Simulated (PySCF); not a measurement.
## Run report: CH7NO2Si2, NMR shielding calculation

The run: NMR shielding calculation of CH7NO2Si2. Method and program: GIAO CAM-B3LYP/pcSseg-1 NMR shielding, non-relativistic, gas phase (PySCF 2.14.0).

The geometry comes from this level: PBE0-D3(BJ)/def2-SVP. Figures and captions count atoms from 1; the log counts them from 0 in places.

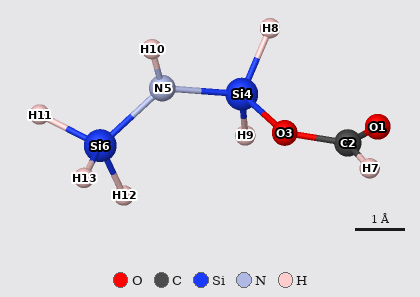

The input geometry (ball-and-stick view, seen at a tilt; atoms are numbered from 1 in the order of the input).

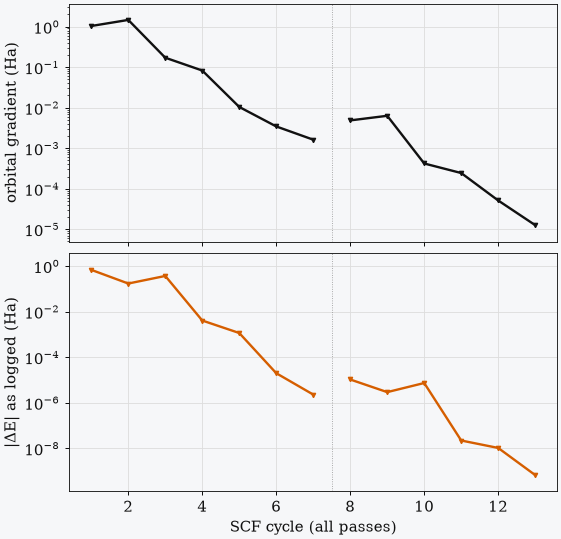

Convergence of the self-consistent field: orbital gradient and size of the energy change against the SCF cycle. The dotted line marks the change from a coarse to the final integration grid. The first 7 cycles use a coarse grid, the final grid takes over at cycle 8, and the field converges after 13 cycles in all.

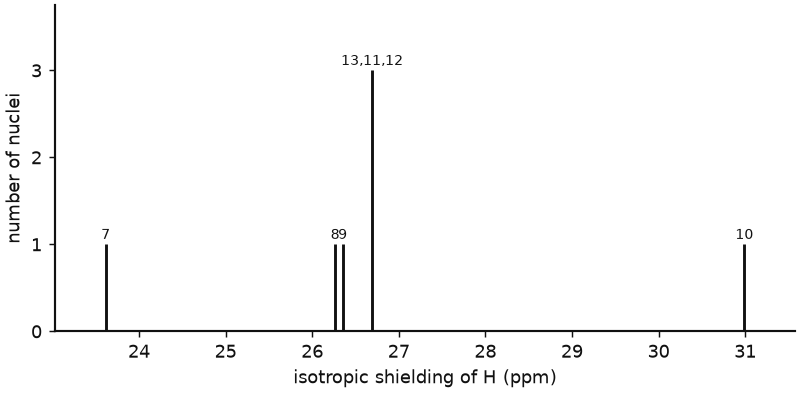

Isotropic shieldings of the hydrogen nuclei in this fixed geometry, labelled by atom number; shielding grows to the right, so chemical shift grows to the left. The least shielded is H7 (23.6 ppm), the most shielded H10 (31.0 ppm).

These pictures come from the run below.

### Input
```
{"job": {"kind": "nmr", "xc": "CAM-B3LYP", "basis": "pcSseg-1", "pop": false}, "charge": 0, "multiplicity": 1}
O      3.310354    -0.179156    -0.361209
C      2.770134     0.488536     0.478287
O      1.460753     0.677004     0.557214
Si     0.446825    -0.088203    -0.617416
N     -1.179229     0.342385    -0.258995
Si    -2.279099    -0.423962     0.862739
H      3.308254     1.026493     1.287739
H      0.825394     0.450774    -1.947287
H      0.609933    -1.554371    -0.470743
H     -1.488313     1.232588    -0.642356
H     -3.616173    -0.632795     0.228242
H     -1.675697    -1.738814     1.224857
H     -2.487561     0.382487     2.104998
```

The first line tells a small driver script what to run in PySCF; the rest is the geometry in Å.

Run as:
```bash
OMP_NUM_THREADS=1 python <driver script> task.json out
```

### What the program printed
```
coarse grid: 11912 points
cycle   1  E = -826.2180098717  dE =  6.749e-01  |g| = 1.036e+00  |ddm| = 3.183e+00
cycle   2  E = -826.0485162386  dE =  1.695e-01  |g| = 1.462e+00  |ddm| = 1.347e+00
cycle   3  E = -826.4131245513  dE = -3.646e-01  |g| = 1.708e-01  |ddm| = 8.135e-01
cycle   4  E = -826.4171574589  dE = -4.033e-03  |g| = 8.244e-02  |ddm| = 1.288e-01
cycle   5  E = -826.4182992649  dE = -1.142e-03  |g| = 1.041e-02  |ddm| = 5.055e-02
cycle   6  E = -826.4183189427  dE = -1.968e-05  |g| = 3.440e-03  |ddm| = 1.003e-02
cycle   7  E = -826.4183212122  dE = -2.269e-06  |g| = 1.622e-03  |ddm| = 3.339e-03
final grid: 106072 points
cycle   8  E = -826.4754216596  dE = -1.042e-05  |g| = 4.849e-03  |ddm| = 8.218e-03
cycle   9  E = -826.4754187501  dE =  2.910e-06  |g| = 6.301e-03  |ddm| = 6.144e-03
cycle  10  E = -826.4754260612  dE = -7.311e-06  |g| = 4.194e-04  |ddm| = 3.475e-03
cycle  11  E = -826.4754260831  dE = -2.190e-08  |g| = 2.437e-04  |ddm| = 3.305e-04
cycle  12  E = -826.4754260934  dE = -1.033e-08  |g| = 5.124e-05  |ddm| = 1.718e-04
cycle  13  E = -826.4754260941  dE = -6.658e-10  |g| = 1.262e-05  |ddm| = 5.550e-05
converged SCF energy = -826.4754260941

GIAO shielding tensors (ppm)
atom      isotropic    diamagn.    paramagn.     s11        s22        s33       span
  0 O     -145.279     403.345    -548.625   -410.438   -270.948    245.549    655.987
  1 C       12.957     243.464    -230.507    -89.276     54.834     73.314    162.590
  2 O       94.672     404.501    -309.828    -56.939    136.824    204.133    261.072
  3 Si     368.364     881.267    -512.902    341.233    366.572    397.288     56.054
  4 N      244.583     326.015     -81.432    219.103    248.835    265.811     46.708
  5 Si     395.346     878.298    -482.952    354.017    370.436    461.587    107.570
  6 H       23.615      25.081      -1.466     19.291     23.599     27.955      8.664
  7 H       26.265      30.715      -4.450     22.327     25.308     31.160      8.833
  8 H       26.352      31.832      -5.480     22.753     25.819     30.485      7.732
  9 H       30.991      32.368      -1.377     22.855     28.446     41.672     18.817
 10 H       26.692      27.715      -1.023     23.110     24.865     32.101      8.991
 11 H       26.730      29.471      -2.741     23.797     25.814     30.578      6.781
 12 H       26.654      28.437      -1.783     23.003     24.971     31.988      8.985
```

### Key numbers

```tsv
quantity	value
outcome	converged
total energy	−826.475426 hartree
HOMO	−9.32 eV
LUMO	1.18 eV
dipole moment	2.50 D
isotropic shielding, O	−145.3 to 94.7 ppm
isotropic shielding, C	13.0 ppm
isotropic shielding, Si	368.4 to 395.3 ppm
isotropic shielding, N	244.6 ppm
isotropic shielding, H	23.6 to 31.0 ppm
hardware	1 CPU thread, shared host
wall time	19 s
peak memory	0.9 GiB
```
